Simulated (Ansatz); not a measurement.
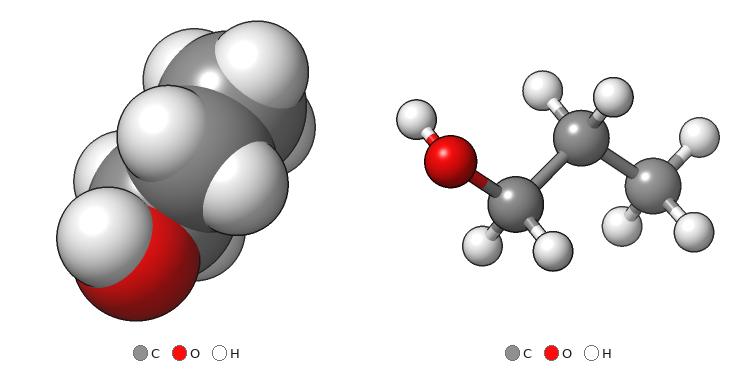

Both panels show the same species.

Describe the molecule.

The molecule is C3H8O. SMILES: `CCCO`. It has no ring. Among its groups: alcohol. Coordination: 3 C tetrahedral; 1 O bent.

More results for the same structure follow; atom numbers are the same in all pictures, views and colours differ. The geometry was computed by an optimisation with PBE0-D4/def2-TZVP.

Geometry

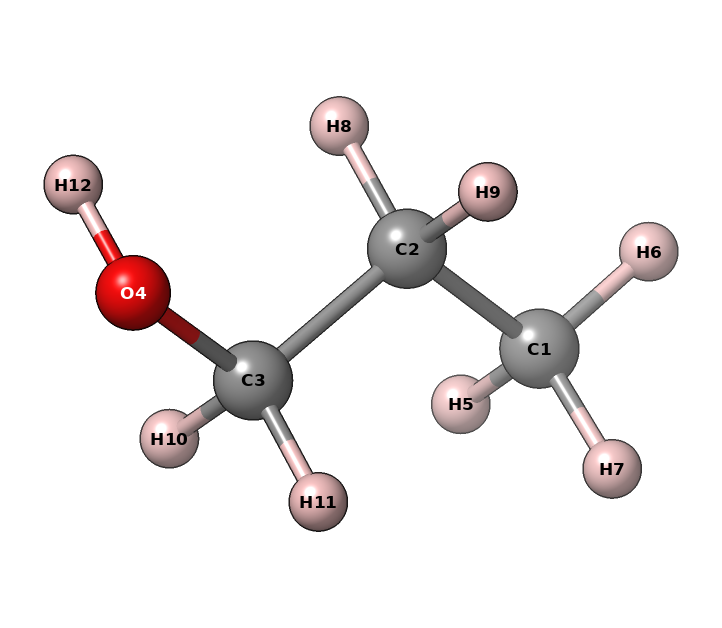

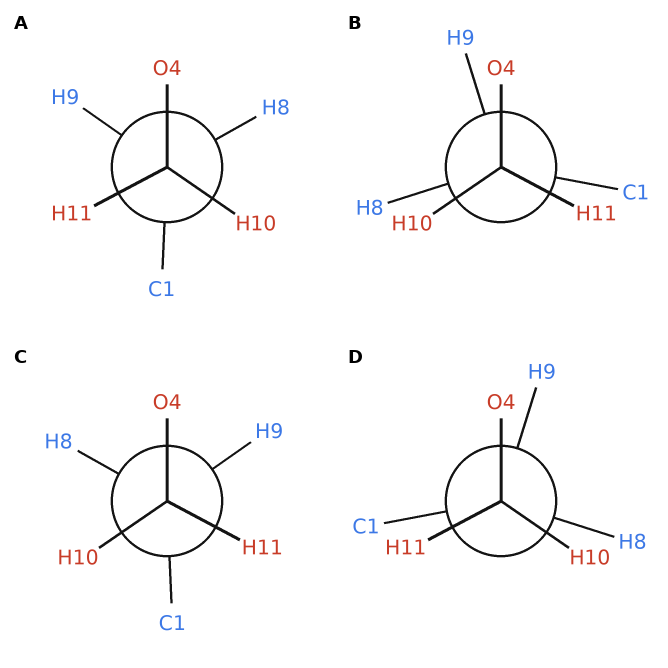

Atoms fade into the background with distance from the viewer. Bonds that would overlap in a projection are set slightly apart.

> Which Newman projection shows the view along C3–C2, with C3 in front?

C. The torsion angle O4–C3–C2–C1 is 178°, antiperiplanar (anti).

Thermal motion

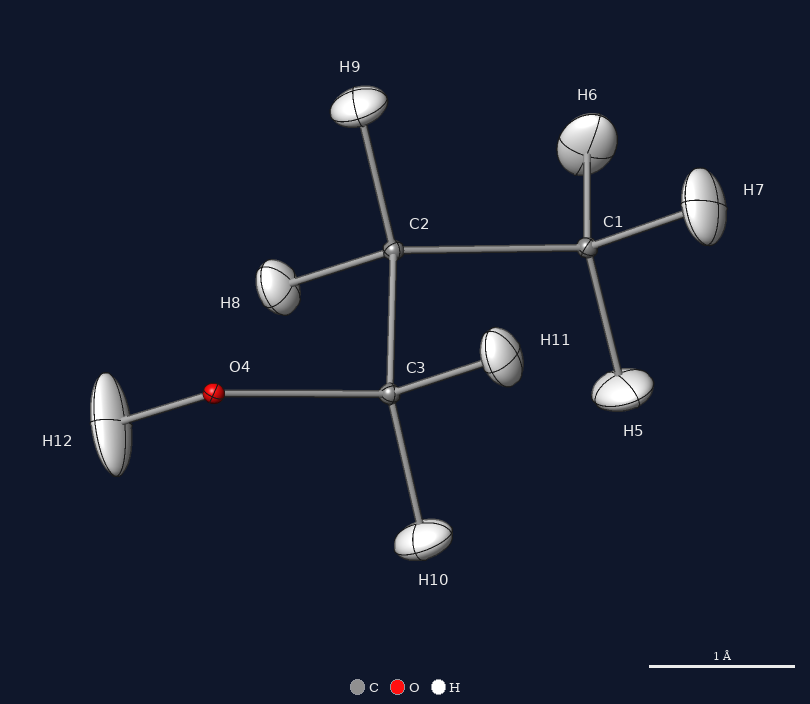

Displacement ellipsoids at the 50 % level, from the internal vibrations of the free molecule (harmonic, no overall translation or rotation; no half-axis is drawn under 0.075 Å). Vibrations computed with RKS PBE0-D4/def2-TZVP (Ansatz 0.2.0). Temperature: 0 K (zero-point motion alone).

List U_eq and the three principal root-mean-square amplitudes for each kind of atom.

| atom | U_eq (Å²) | rms amplitudes (Å) |
| --- | --- | --- |
| C1 | 0.0013 | 0.029, 0.039, 0.041 |
| C2 | 0.0017 | 0.033, 0.042, 0.047 |
| C3 | 0.0017 | 0.033, 0.041, 0.050 |
| O4 | 0.0012 | 0.028, 0.036, 0.040 |
| H5 | 0.0190 | 0.078, 0.138, 0.178 |
| H6 | 0.0183 | 0.080, 0.129, 0.178 |
| H7 | 0.0190 | 0.078, 0.138, 0.178 |
| H8 | 0.0132 | 0.083, 0.122, 0.134 |
| H9 | 0.0132 | 0.082, 0.123, 0.133 |
| H10 | 0.0139 | 0.082, 0.121, 0.142 |
| H11 | 0.0137 | 0.081, 0.122, 0.141 |
| H12 | 0.0263 | 0.071, 0.133, 0.237 |

Vibrations

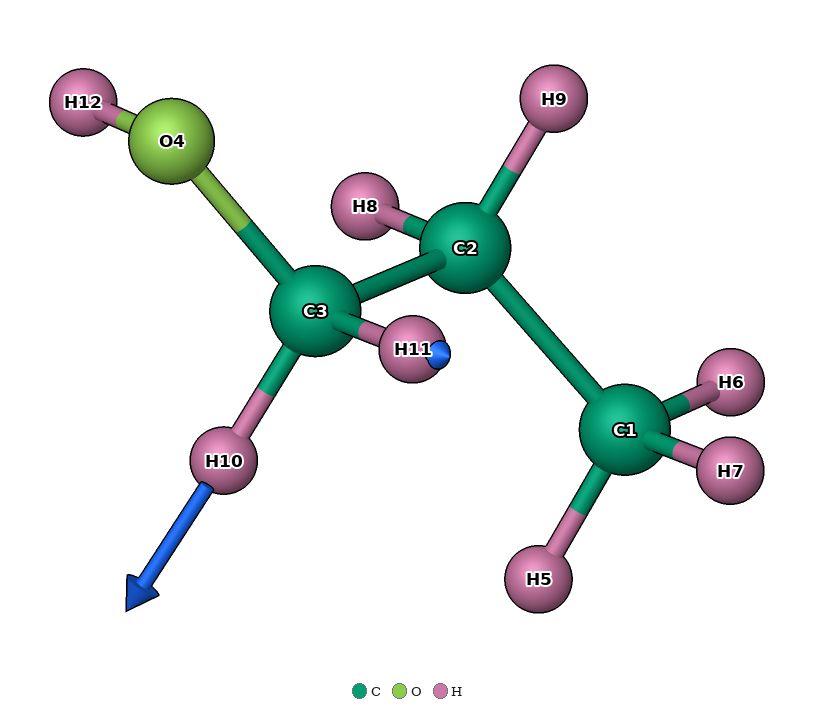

The arrows show one normal mode. Harmonic vibrations computed with RKS PBE0-D4/def2-TZVP (Ansatz 0.2.0) at a stationary point of the same level.

> Describe the motion.

Mostly C–H stretching.

> At what wavenumber does it lie?

2991 cm⁻¹; it is mode 23 of 30 counted from the lowest.

Levels of theory compared

Program: Ansatz 0.2.0.

Tabulate HOMO energy (eV), HOMO–LUMO gap (eV), dipole (D) at these levels: B3LYP-D4/def2-TZVPP; PBE-D4/def2-TZVPP; r2SCAN-D4/def2-TZVPP; ωB97M-V/def2-TZVPP.

```
               level  HOMO energy (eV)  HOMO–LUMO gap (eV)  dipole (D)
 B3LYP-D4/def2-TZVPP             −7.53                8.25        1.68
   PBE-D4/def2-TZVPP             −6.11                6.35        1.60
r2SCAN-D4/def2-TZVPP             −6.45                7.47        1.65
  ωB97M-V/def2-TZVPP            −10.22               12.73        1.69
```

Charges

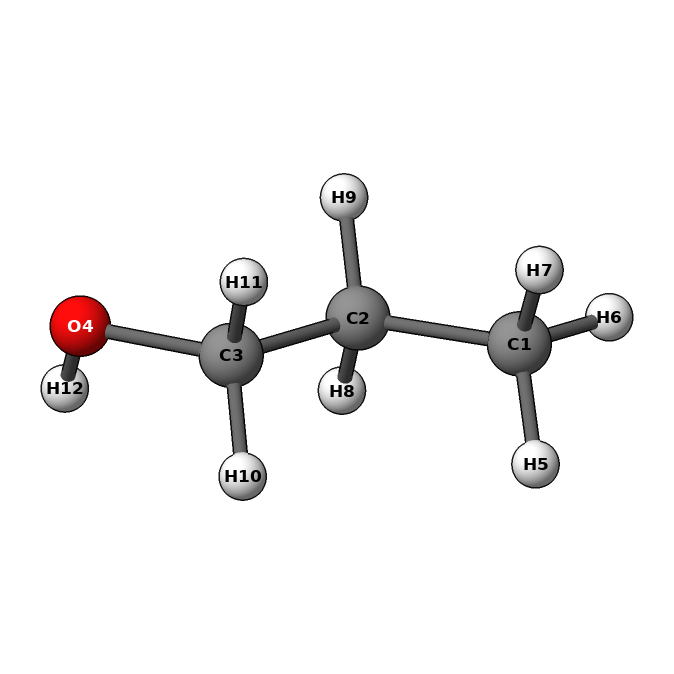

The questions are on Mulliken charges. Method: RKS r2SCAN-D4/def2-TZVPP (Ansatz 0.2.0).

> Which atom carries the highest charge (most positive or least negative)?

H12 (0.19 e).

> And the lowest?

O4 (−0.37 e).

List the Mulliken charges.

```tsv
atom	value (e)
C1	−0.15
C2	−0.01
C3	0.15
O4	−0.37
H5	0.04
H6	0.05
H7	0.04
H8	0.00
H9	0.03
H10	0.02
H11	0.02
H12	0.19
```

Mulliken values depend strongly on the basis set and can even reverse the polarity of a bond.
